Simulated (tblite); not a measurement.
Molecular dynamics, with input and output: C4H5OSi (charge −1) (part 1 of 2)

- system: C4H5OSi, charge −1, SMILES [SiH2-]c1ccco1
- method: GFN2-xTB Langevin dynamics, gas phase (tblite 0.8.0)

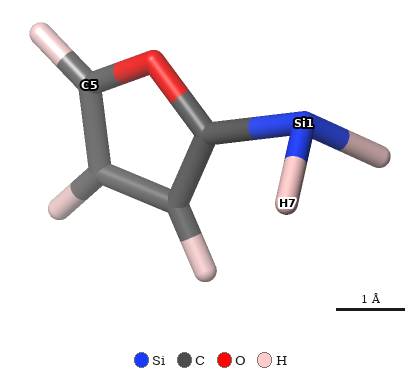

Figure 1. The structure as given in the input (stick view, seen at a tilt; atoms are numbered from 1 in the order of the input).

Input:
```
{"job": {"kind": "md", "xc": "GFN2-xTB", "basis": "xTB", "temperature": 400, "steps": 2000, "every": 50}, "charge": -1, "multiplicity": 1}
Si     2.406458    -0.429677     0.286968
C      0.531646    -0.182075     0.188859
C     -0.281451     0.494896    -0.679920
C     -1.614633     0.317089    -0.241464
C     -1.531683    -0.460482     0.871473
O     -0.243384    -0.763572     1.134915
H      2.661083    -0.881379    -1.105163
H      2.838354     0.989303     0.203045
H      0.036488     1.059109    -1.538719
H     -2.515853     0.708995    -0.683956
H     -2.281600    -0.849537     1.537998
```

The first line tells a small driver script what to run in tblite; the rest is the geometry in Å.

Machine: 1 CPU thread, shared host.

Launch command:
```bash
OMP_NUM_THREADS=1 python <driver script> task.json out
```

What the program printed:
```
t/fs     T/K      E/eV
    0.0   350.9   -462.78062
   25.0   356.6   -462.61416
   50.0   443.9   -462.62922
   75.0   533.8   -462.76501
  100.0   370.5   -462.51902
  125.0   327.5   -462.43726
  150.0   364.5   -462.30622
  175.0   456.8   -462.34012
  200.0   687.0   -462.62085
  225.0   400.6   -462.63190
  250.0   303.4   -462.63621
  275.0   377.0   -462.71329
  300.0   480.7   -462.69146
  325.0   429.6   -462.53827
  350.0   463.6   -462.60575
  375.0   419.9   -462.58200
  400.0   308.4   -462.63947
  425.0   272.6   -462.65207
  450.0   270.7   -462.62599
  475.0   361.9   -462.66306
  500.0   342.4   -462.81597
  525.0   375.6   -462.76663
  550.0   318.7   -462.65750
  575.0   429.3   -462.69507
  600.0   390.8   -462.68993
  625.0   575.5   -462.82742
  650.0   418.6   -462.48894
  675.0   591.0   -462.74810
  700.0   437.0   -462.80285
  725.0   308.4   -462.69468
  750.0   530.4   -462.75768
  775.0   450.2   -462.57405
  800.0   386.9   -462.54295
  825.0   538.1   -462.47673
  850.0   700.4   -462.64057
  875.0   702.4   -462.43025
  900.0   426.0   -462.13987
  925.0   397.2   -462.38883
  950.0   318.9   -462.51626
  975.0   440.2   -462.59580
 1000.0   480.3   -462.68076
```

Trajectory as extended XYZ (Å, eV, eV/Å), 41 frames, from step=0 to step=40:
```
11
Properties=species:S:1:pos:R:3:forces:R:3 step=0 time_fs=0.0 energy=-462.78062 temperature=350.9
Si    2.4065   -0.4297    0.2870   -0.0044   0.0001   0.0038
C     0.5316   -0.1821    0.1889    0.0005   0.0017  -0.0071
C    -0.2815    0.4949   -0.6799   -0.0029  -0.0012   0.0003
C    -1.6146    0.3171   -0.2415    0.0014   0.0016   0.0011
C    -1.5317   -0.4605    0.8715   -0.0045   0.0053  -0.0004
O    -0.2434   -0.7636    1.1349   -0.0033   0.0030  -0.0039
H     2.6611   -0.8814   -1.1052    0.0008   0.0039  -0.0025
H     2.8384    0.9893    0.2030    0.0027  -0.0014  -0.0017
H     0.0365    1.0591   -1.5387    0.0008  -0.0061   0.0077
H    -2.5159    0.7090   -0.6840    0.0074  -0.0007  -0.0035
H    -2.2816   -0.8495    1.5380    0.0016  -0.0062   0.0062
11
Properties=species:S:1:pos:R:3:forces:R:3 step=1 time_fs=25.0 energy=-462.61416 temperature=356.6
Si    2.3612   -0.4623    0.3143    0.3008  -0.3732  -0.7894
C     0.5004   -0.2157    0.1699    0.2940  -0.1730  -0.2416
C    -0.3343    0.4761   -0.6523    0.6117   1.5954  -1.1867
C    -1.6471    0.3573   -0.1751   -0.3616   0.2131  -0.0701
C    -1.5262   -0.4550    0.9046   -1.7728  -0.0667   1.0547
O    -0.2688   -0.7885    1.1059    0.9568  -0.7599   0.8250
H     2.6069   -1.3140   -1.0089   -0.1655   0.2750   0.7234
H     2.8036    0.8383   -0.2569    0.0364   0.1439   0.0243
H    -0.0229    1.1874   -1.4388   -0.1933  -0.7682   0.3653
H    -2.5232    0.8333   -0.5939    0.0242  -0.2082   0.1693
H    -2.2126   -0.7523    1.7224    0.2692   0.1217  -0.8741
11
Properties=species:S:1:pos:R:3:forces:R:3 step=2 time_fs=50.0 energy=-462.62922 temperature=443.9
Si    2.3210   -0.5163    0.3632   -0.2749   0.4843  -0.9011
C     0.4348   -0.3211    0.1302    0.1623   0.7342  -0.5826
C    -0.4030    0.5567   -0.6055    1.0589  -1.2175   0.3774
C    -1.6905    0.4329   -0.0932   -0.4828  -0.3183   0.4768
C    -1.5590   -0.4252    0.9625   -2.7197   0.6867  -0.2419
O    -0.3525   -0.8617    1.1101    2.3233  -0.8576   0.2126
H     2.7444   -1.9378   -0.0301   -0.3963   0.5277   0.0943
H     2.8761    0.3198   -0.9090   -0.3684  -0.5975   0.6705
H    -0.2041    1.0196   -1.5329    0.5805   0.5153  -0.4706
H    -2.6273    0.8501   -0.4404    0.2517   0.1207   0.0429
H    -2.3311   -0.8359    1.5847   -0.1344  -0.0780   0.3217
11
Properties=species:S:1:pos:R:3:forces:R:3 step=3 time_fs=75.0 energy=-462.76501 temperature=533.8
Si    2.2261   -0.5492    0.3593   -0.2812   0.1167  -0.7805
C     0.3831   -0.3854    0.1179    0.8693  -0.1326  -0.0291
C    -0.3929    0.4874   -0.6034   -0.1985   0.5575   0.7088
C    -1.6557    0.4385    0.0082   -1.2076   0.7513  -0.4172
C    -1.6595   -0.5015    0.9865    1.1648   0.5931  -0.7911
O    -0.3856   -0.9804    1.0656    0.0324  -0.7954   0.3655
H     2.1007   -1.7417    1.1857    0.4725  -0.4779   0.0708
H     2.8348   -0.9466   -1.0332   -0.4354   0.0965   0.8553
H    -0.0501    1.2713   -1.2524    0.0184  -0.2513  -0.3111
H    -2.4974    1.0878   -0.2075   -0.0468  -0.1580  -0.2139
H    -2.4052   -0.8443    1.6452   -0.3877  -0.2998   0.5426
11
Properties=species:S:1:pos:R:3:forces:R:3 step=4 time_fs=100.0 energy=-462.51902 temperature=370.5
Si    2.1881   -0.6790    0.3149    0.4541   0.5338   0.5277
C     0.3519   -0.4379    0.1433    1.9517  -0.3517   0.0708
C    -0.3682    0.5486   -0.4466   -0.1753   0.6469  -1.9615
C    -1.7057    0.4591    0.0192    1.2441  -0.7639   0.4250
C    -1.6307   -0.5186    0.9761   -0.3622  -1.0666   0.6495
O    -0.3528   -1.1129    1.0434   -2.8988   1.2873   0.2605
H     2.4779   -1.2933    1.6590   -0.3616   0.1410  -0.1872
H     2.4541   -1.8235   -0.4973    0.2249  -0.5558  -0.7310
H     0.0248    1.0891   -1.3439   -0.5395  -0.2357   1.1143
H    -2.5580    1.0208   -0.2997   -0.1437   0.1027   0.1452
H    -2.4209   -0.9441    1.6147    0.6064   0.2620  -0.3132
11
Properties=species:S:1:pos:R:3:forces:R:3 step=5 time_fs=125.0 energy=-462.43726 temperature=327.5
Si    2.3143   -0.7918    0.2534   -1.0391  -0.5256  -0.0294
C     0.3624   -0.4744    0.1721   -0.2623   0.0569  -0.2555
C    -0.3774    0.4548   -0.5342   -1.6236  -1.2948   2.3416
C    -1.7500    0.4400    0.0068    1.2865   0.2742  -0.6226
C    -1.7513   -0.5264    0.9536    1.7030  -0.4358   0.0510
O    -0.4654   -1.0823    1.0733   -1.3337   0.5270  -0.2065
H     2.2765   -1.1248    1.7210    0.1986  -0.0552  -0.1212
H     2.4602   -2.2776   -0.3485   -0.1958   0.8444   0.2724
H     0.0379    1.1111   -1.2056    0.4869   1.1865  -1.3821
H    -2.6108    1.0961   -0.2031    0.7224  -0.4750  -0.1622
H    -2.5221   -0.8880    1.6052    0.0572  -0.1025   0.1146
11
Properties=species:S:1:pos:R:3:forces:R:3 step=6 time_fs=150.0 energy=-462.30622 temperature=364.5
Si    2.2720   -0.9110    0.2243   -0.3211  -0.5308  -0.1290
C     0.3906   -0.5495    0.2087   -1.7686   0.7058  -0.5910
C    -0.3490    0.3374   -0.5848   -0.9426  -0.1850   1.4854
C    -1.7016    0.3496   -0.0145    0.2578   0.5262  -1.5224
C    -1.8005   -0.5447    0.9766    3.9971  -0.5637  -1.0009
O    -0.5082   -1.1097    1.0848   -0.3930   0.0514   0.9460
H     2.7267   -1.2174    1.6496   -0.4462   0.0437  -0.2966
H     2.1128   -2.3404   -0.3273    0.2683   0.4811   0.1200
H    -0.0193    1.0170   -1.3737   -0.0526  -0.5172   0.4375
H    -2.6218    0.8367   -0.3174    0.4307   0.4963  -0.4480
H    -2.5121   -0.8064    1.6743   -1.0299  -0.5079   0.9990
11
Properties=species:S:1:pos:R:3:forces:R:3 step=7 time_fs=175.0 energy=-462.34012 temperature=456.8
Si    2.1373   -1.0044    0.1777    1.3333   0.4263   1.2078
C     0.3721   -0.6718    0.2669   -0.8506   1.3857  -1.0307
C    -0.3146    0.2338   -0.5132   -0.8316   0.6086  -2.6236
C    -1.6925    0.2454   -0.1320    1.0397  -0.5943   0.8637
C    -1.6385   -0.5293    0.9845   -1.2225  -0.7883   1.2115
O    -0.4356   -1.0761    1.2739   -0.2883   0.5479  -1.0244
H     2.2070   -1.4395    1.5949    0.4531  -0.1835  -0.0391
H     2.3314   -2.2054   -0.5503    0.0449  -0.7204  -0.6091
H    -0.0700    0.7436   -1.5149    0.3666  -0.9405   1.7461
H    -2.5683    0.7322   -0.5566    0.5208  -0.1062   0.2202
H    -2.3734   -0.9376    1.6569   -0.5653   0.3646   0.0775
11
Properties=species:S:1:pos:R:3:forces:R:3 step=8 time_fs=200.0 energy=-462.62085 temperature=687.0
Si    2.1049   -1.1265    0.1287    0.2822   0.1861   0.0115
C     0.3541   -0.6362    0.3348   -0.5492  -0.7926  -0.5255
C    -0.3831    0.0387   -0.6414   -0.9198  -0.5579   2.5488
C    -1.6865    0.1565   -0.1259   -0.0246  -0.8400   1.6023
C    -1.7096   -0.5569    1.0686   -1.4396   1.0082   0.3669
O    -0.4919   -1.0232    1.3741    1.2109   0.2829  -0.8261
H     2.5218   -2.2113    1.0610   -0.3595   0.1741  -0.5210
H     2.0332   -1.5115   -1.3101    0.3242  -0.1902   0.5047
H    -0.1163    0.4731   -1.5360    0.9555   0.5442  -1.3657
H    -2.5028    0.7468   -0.4695   -0.4119   0.0293  -0.4570
H    -2.4763   -0.6397    1.9078    0.9319   0.1560  -1.3388
11
Properties=species:S:1:pos:R:3:forces:R:3 step=9 time_fs=225.0 energy=-462.63190 temperature=400.6
Si    2.1436   -1.2871    0.0846   -1.5728   0.1349   0.5237
C     0.2583   -0.8021    0.2163    1.5633  -0.2544   0.8803
C    -0.4525   -0.0483   -0.6626   -0.0315   0.2627  -1.0872
C    -1.7155    0.1469   -0.0917   -0.9412   0.2849   0.3095
C    -1.7132   -0.3550    1.2071    1.4939   0.4645  -3.3622
O    -0.4973   -0.9478    1.3643    0.7557  -0.4638   0.1609
H     1.9128   -2.7198    0.3147    0.2303  -0.3426   0.3857
H     2.3730   -1.4222   -1.3524   -0.0253   0.2956  -0.4777
H    -0.1053    0.2851   -1.6680   -0.4471  -0.3995   1.0172
H    -2.5328    0.5666   -0.6710   -0.1136   0.1968   0.5167
H    -2.4829   -0.5268    1.8747   -0.9117  -0.1792   1.1331
11
Properties=species:S:1:pos:R:3:forces:R:3 step=10 time_fs=250.0 energy=-462.63621 temperature=303.4
Si    2.0316   -1.4118    0.0631   -0.0939   0.7662  -0.5974
C     0.2664   -0.8164    0.1432    1.4619  -1.1855  -0.8176
C    -0.5640   -0.1479   -0.7097    1.8292   0.6051  -1.3417
C    -1.7401    0.2044   -0.0431    0.6753  -0.1047  -0.4442
C    -1.5939   -0.4013    1.1634   -0.2962   0.0314   1.2734
O    -0.3522   -1.0088    1.2756   -2.1832   0.1183   1.9385
H     2.1459   -2.8226    0.4099   -0.2229  -0.0274  -0.0375
H     2.3348   -1.2927   -1.4008   -0.0765  -0.2173   0.3881
H    -0.0577    0.1162   -1.6280   -0.9691   0.4017  -0.4108
H    -2.4813    0.8537   -0.4705   -0.3800  -0.2374   0.3211
H    -2.2230   -0.3698    2.0518    0.2555  -0.1505  -0.2721
11
Properties=species:S:1:pos:R:3:forces:R:3 step=11 time_fs=275.0 energy=-462.71329 temperature=377.0
Si    2.0055   -1.4768   -0.0204   -0.6013   0.1614   0.5096
C     0.2108   -0.9806    0.0507    1.9872   0.2456   0.2768
C    -0.4768   -0.0851   -0.7344   -0.1985  -1.2129   0.2824
C    -1.6517    0.1618    0.0030   -0.2827   1.1661  -1.2796
C    -1.5238   -0.3830    1.2302   -0.8437   0.0276   0.1276
O    -0.3567   -1.0751    1.2706   -0.5349  -0.6397   0.8125
H     1.8882   -2.8049    0.5985    0.2855  -0.1021  -0.1578
H     2.3965   -1.6193   -1.4124   -0.0886  -0.2198  -0.2666
H    -0.1594   -0.0114   -1.7541   -0.5023   0.6422  -0.2281
H    -2.4744    0.7678   -0.3295   -0.2588   0.1691  -0.0077
H    -2.3333   -0.4147    1.9764    1.0381  -0.2375  -0.0690
11
Properties=species:S:1:pos:R:3:forces:R:3 step=12 time_fs=300.0 energy=-462.69146 temperature=480.7
Si    2.0694   -1.6042   -0.0215   -0.3832   0.2359  -0.6321
C     0.3138   -0.9957    0.0418   -0.5820  -0.3793  -0.1042
C    -0.5071   -0.1915   -0.7720    0.9303   0.5408   1.4880
C    -1.5400    0.2620    0.1017   -0.6074  -0.2407  -1.3894
C    -1.4413   -0.4731    1.2229   -0.8885   0.6503   0.9974
O    -0.3421   -1.2241    1.2403    0.8219   0.0933  -0.3030
H     2.3180   -2.7135    0.9019   -0.2169  -0.0565   0.2933
H     1.8727   -2.3486   -1.2762    0.4418  -0.0903  -0.3650
H    -0.2017    0.2979   -1.6854   -0.0926  -0.3347   0.0305
H    -2.4164    0.8783   -0.1028    0.4288  -0.0145  -0.1825
H    -2.0374   -0.3286    2.1140    0.1478  -0.4044   0.1669
11
Properties=species:S:1:pos:R:3:forces:R:3 step=13 time_fs=325.0 energy=-462.53827 temperature=429.6
Si    2.0678   -1.7369   -0.0671    1.2155  -0.5192   0.4671
C     0.3553   -1.1545   -0.0240   -2.4333   0.9445   0.5655
C    -0.4054   -0.1591   -0.6239   -0.6679   0.2137  -0.7084
C    -1.5340    0.2300    0.1557    0.9964   0.2234   0.3742
C    -1.3476   -0.4749    1.3117    0.0215  -0.0036  -0.6231
O    -0.2990   -1.3226    1.2061    0.6334  -0.2986  -0.0007
H     2.1392   -2.3895    1.2905    0.0752   0.0445  -0.3434
H     2.4603   -2.8918   -0.9554   -0.4689   0.4127   0.0529
H    -0.3788    0.2352   -1.6086    0.7322   0.0379  -0.8140
H    -2.1913    1.1038   -0.0640    0.4668  -1.1448   0.2926
H    -1.8653   -0.5523    2.2250   -0.5710   0.0895   0.7372
11
Properties=species:S:1:pos:R:3:forces:R:3 step=14 time_fs=350.0 energy=-462.60575 temperature=463.6
Si    2.0323   -1.8236   -0.1262    0.4583  -0.0118  -0.3890
C     0.3004   -1.2614   -0.0121   -0.3340   0.6012  -0.5624
C    -0.3462   -0.2159   -0.6668   -0.8333  -0.1668   1.8165
C    -1.3374    0.2290    0.2322   -0.6199  -0.7313   1.4836
C    -1.2280   -0.5657    1.3835   -1.5938   1.1642  -0.6586
O    -0.3124   -1.4940    1.1746    1.2723  -0.4242   0.2664
H     2.2732   -2.4353    1.1773    0.0102  -0.3721   0.1135
H     1.8102   -2.8728   -1.1176    0.4195  -0.4072  -0.1835
H    -0.2051    0.2713   -1.5852    0.5501   0.0081  -0.8910
H    -2.1129    0.9822    0.1115    0.3696  -0.0106  -0.0824
H    -1.7832   -0.6592    2.3396    0.3011   0.3505  -0.9132
11
Properties=species:S:1:pos:R:3:forces:R:3 step=15 time_fs=375.0 energy=-462.58200 temperature=419.9
Si    2.0499   -1.9135   -0.2036    0.2118  -0.3010   0.5538
C     0.3036   -1.3404    0.0608    0.6456   0.1975  -0.3552
C    -0.2822   -0.2220   -0.5735   -0.3582   0.2175   1.2566
C    -1.2990    0.2254    0.3252    0.8735  -2.7229   0.9485
C    -1.3609   -0.7178    1.3694    0.7799   1.0672  -0.5247
O    -0.3171   -1.6075    1.2776   -0.1649   0.4877  -1.3153
H     2.3955   -2.9877    0.8055   -0.3168   0.2724  -0.2968
H     2.4049   -2.6196   -1.4670   -0.4363   0.2133   0.0769
H     0.1247    0.3058   -1.4582   -0.5377  -0.6427   0.7518
H    -2.0157    0.9818    0.3493   -0.6932   1.2004  -0.6364
H    -1.8266   -0.6597    2.3534   -0.0038   0.0107  -0.4592
11
Properties=species:S:1:pos:R:3:forces:R:3 step=16 time_fs=400.0 energy=-462.63947 temperature=308.4
Si    2.1139   -2.0045   -0.2272   -0.2348  -0.1413  -0.4227
C     0.4240   -1.3920    0.1642   -0.9040   1.0935  -0.4756
C    -0.1617   -0.2489   -0.4148   -0.2357  -0.7255   0.2267
C    -1.3124    0.1056    0.2976   -0.1113   0.0635   1.7252
C    -1.3520   -0.7257    1.4352    1.7985  -0.6805  -2.3625
O    -0.3137   -1.7149    1.2327   -1.1223   0.9490   1.1731
H     2.1835   -3.4238    0.1513   -0.0263  -0.1206   0.1992
H     1.8894   -2.1603   -1.7015    0.3251   0.1282   0.0716
H     0.0833    0.1056   -1.3809    0.4348   0.5068  -0.4849
H    -1.9131    1.0500    0.2088    0.5276  -1.1883  -0.1379
H    -2.1230   -1.0803    2.0623   -0.4518   0.1153   0.4878
11
Properties=species:S:1:pos:R:3:forces:R:3 step=17 time_fs=425.0 energy=-462.65207 temperature=272.6
Si    2.1079   -2.1021   -0.2447   -0.0064  -0.5438   0.5630
C     0.4816   -1.3994    0.2033   -0.9394   1.2506  -0.0799
C    -0.1432   -0.2795   -0.4215    0.5355  -1.1044   1.5032
C    -1.2402    0.0473    0.3807   -1.9313  -0.0945  -0.1730
C    -1.3741   -0.9098    1.3628    1.5049  -0.1931   0.5304
O    -0.2232   -1.7404    1.3640   -0.6927   1.0932  -1.5459
H     1.7569   -3.5463   -0.2941    0.3347   0.1334  -0.0587
H     2.5395   -1.7229   -1.5930   -0.2698   0.0157  -0.1321
H     0.2775    0.2864   -1.2236   -0.0439  -0.0527  -0.2913
H    -2.1411    0.6952    0.1475    1.3960  -0.3597   0.2030
H    -1.9206   -0.8809    2.3072    0.1124  -0.1446  -0.5186
11
Properties=species:S:1:pos:R:3:forces:R:3 step=18 time_fs=450.0 energy=-462.62599 temperature=270.7
Si    2.1294   -2.2108   -0.2291    0.4974  -0.0094   0.0026
C     0.5987   -1.3445    0.2539   -1.4630   0.1696  -0.6479
C    -0.1389   -0.3079   -0.3387    0.9450  -0.5280  -1.2398
C    -1.3208   -0.1883    0.3936    0.0303   1.7411  -0.1449
C    -1.2229   -1.0076    1.4546   -0.8878  -1.6708   1.0984
O    -0.1153   -1.7985    1.3163    0.0398   0.2796   0.3944
H     1.7768   -3.5958   -0.5647   -0.0811  -0.0229   0.2261
H     2.2221   -1.6089   -1.5421    0.3411   0.1386  -0.5423
H     0.0159    0.1394   -1.3617    0.1628  -0.3807   1.4818
H    -1.9616    0.6758    0.3099   -0.4991  -0.2853  -0.1491
H    -2.0127   -1.3976    2.1426    0.9146   0.5682  -0.4795
11
Properties=species:S:1:pos:R:3:forces:R:3 step=19 time_fs=475.0 energy=-462.66306 temperature=361.9
Si    2.2489   -2.1934   -0.2605    0.2050  -0.4691  -0.3026
C     0.6430   -1.4349    0.1983   -1.1905   1.3590  -0.6756
C    -0.1462   -0.3992   -0.3184    0.9890  -0.6313  -0.0718
C    -1.3172   -0.2635    0.4730    1.2809   0.8950  -2.0896
C    -1.1411   -1.1886    1.4061   -1.4803   0.0025   1.5577
O    -0.0192   -1.8442    1.3041    1.7882  -1.6184   0.1677
H     1.8425   -3.6364   -0.1880    0.2434   0.1900   0.0989
H     2.3919   -2.0504   -1.7508   -0.1249   0.1389   0.3216
H     0.1566    0.2235   -1.1250   -0.0382   0.2106  -0.5663
H    -2.0808    0.4000    0.1521   -0.6339   0.2321   0.5179
H    -1.6231   -1.3457    2.3214   -1.0386  -0.3091   1.0422
11
Properties=species:S:1:pos:R:3:forces:R:3 step=20 time_fs=500.0 energy=-462.81597 temperature=342.4
Si    2.3507   -2.1774   -0.2388    0.1280   0.8132  -0.3970
C     0.7007   -1.5161    0.1807   -1.4116  -0.4899   0.6464
C    -0.0553   -0.4733   -0.3539    0.6000   0.0848  -0.0429
C    -1.2107   -0.3115    0.4644    0.3401   0.3787  -0.9286
C    -1.0907   -1.2507    1.4272   -1.7187  -0.1293   0.7401
O    -0.0301   -2.0503    1.3011    1.4163   0.8515  -1.3593
H     2.5242   -3.5337    0.2215   -0.1590  -0.3077  -0.1049
H     2.3213   -2.0662   -1.7270    0.1533  -0.2817   0.4017
H     0.2665    0.1229   -1.2327   -0.3943  -0.5142   0.8503
H    -2.0500    0.3869    0.3357    0.6025  -0.3605   0.1132
H    -1.8640   -1.5151    2.1500    0.4434  -0.0449   0.0811
```
